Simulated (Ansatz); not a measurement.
**FH$_{2}$P$_{2}$Si (SMILES F[SiH2]P=[P]) (doublet): density, localisation and related maps**

```xyz
6

F    -0.9858   -0.8629   -0.0171
P    -1.0489    1.0425   -2.5859
P    -1.6470    2.9529   -2.5832
Si   -1.3770    0.6810   -0.3554
H    -0.4848    1.5639    0.4423
H    -2.8093    0.8765   -0.0065
```

Geometry: r2SCAN-D4/def2-SVP.

These are results of isolated molecule in a Gaussian basis; Kohn-Sham density functional theory, functional PBE0 (Ansatz 0.2.0), not measurements.

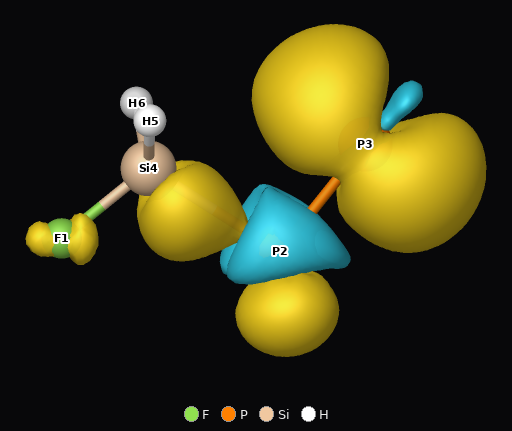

Figure 1. Isosurfaces of the spin density at +0.015 (yellow) and −0.015 e/Å³ (cyan), seen across its widest extent.

Q: Which atoms carry the spin?

A: The unpaired spin (1 electron) lies mostly on P3 (about 0.8) and Si4 (about 0.1), in electrons by Hirshfeld's partition.

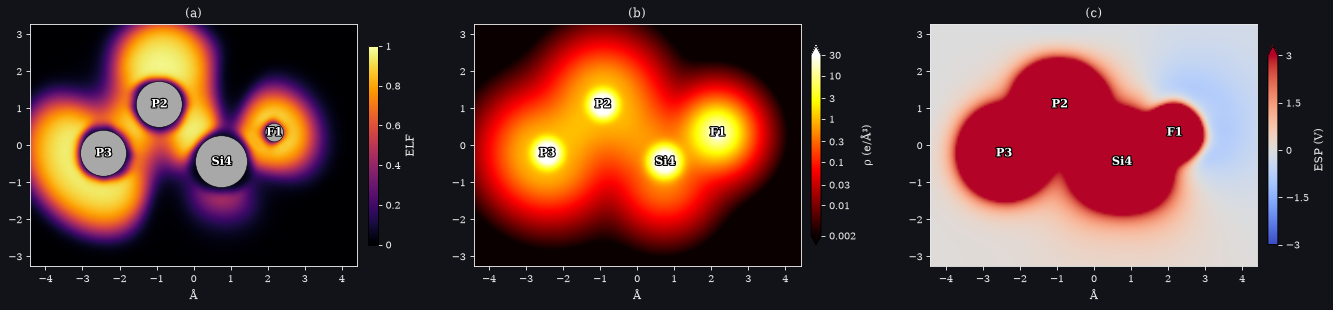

Figure 2. (a) electron localisation function; (b) total electron density; (c) molecular electrostatic potential on the plane of atoms P3, P2 and Si4. Grey discs cover the atomic cores in the ELF map.

Q: What do the fields say about this system?

A: The section cuts through F, P and Si sites. Si–F (1.63 Å): the density is about 1.1 e/Å³ at the midpoint; the ELF peaks at about 0.85 in the valence shell of F, 0.7 Å from its nucleus, and is about 0.45 at the midpoint. P–P (2.00 Å): the density is about 1 e/Å³ at the midpoint; the ELF peaks at about 0.85 between the atoms; a covalent bond. Si–P (2.28 Å): ρ at the midpoint is about 0.68 e/Å³; the ELF peaks at about 0.95 between the atoms, as expected for a covalent bond. The ELF also peaks beside P3, F1 and P2, away from the bonds: non-bonding electrons, paired or unpaired. Outside the dense part of the molecule the potential is most negative (−0.9 V) near F1.

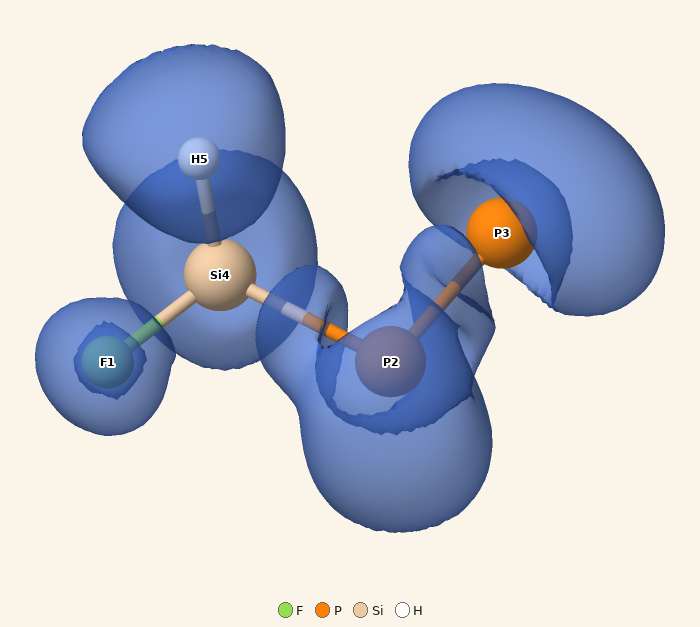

Figure 3. Isosurface of the electron localisation function at 0.75 (blue), seen at a tilt. Only the valence region is drawn (cores and ρ < 0.01 e/Å³ removed).

Q: What do the ELF domains correspond to?

A: The ELF exceeds this value in two regions around hydrogen nuclei, one region on P in which the atom's valence shell and bonds are merged, one lobe on P, pointing away from the bonds (non-bonding electrons) and one region wrapped around F (its lone pairs, merged into a ring or cap).

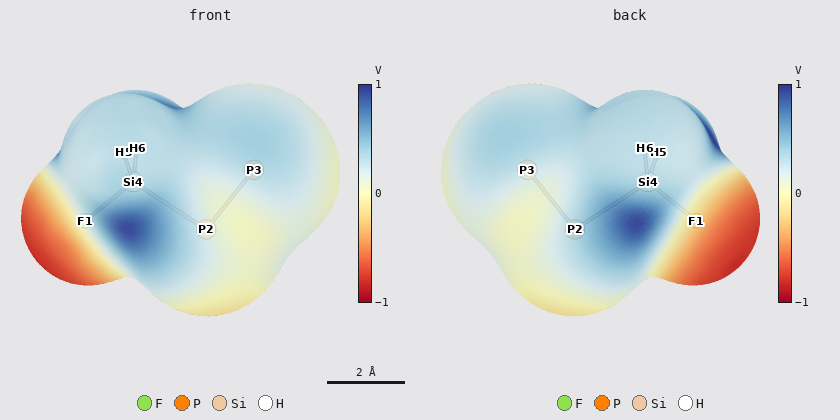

Figure 4. The molecular electrostatic potential painted on the density surface at 0.001 e/bohr³, seen from the front and from behind; red is negative and blue positive.

Q: Describe the electrostatic potential map.

A: The most negative region (about −0.8 V, or −18 kcal/mol for a unit charge) lies over F1, the most positive (about +1.0 V, or +23 kcal/mol for a unit charge) over Si4.

Q: What dipole moment does the calculation give?

A: Its dipole moment is 1.13 D.
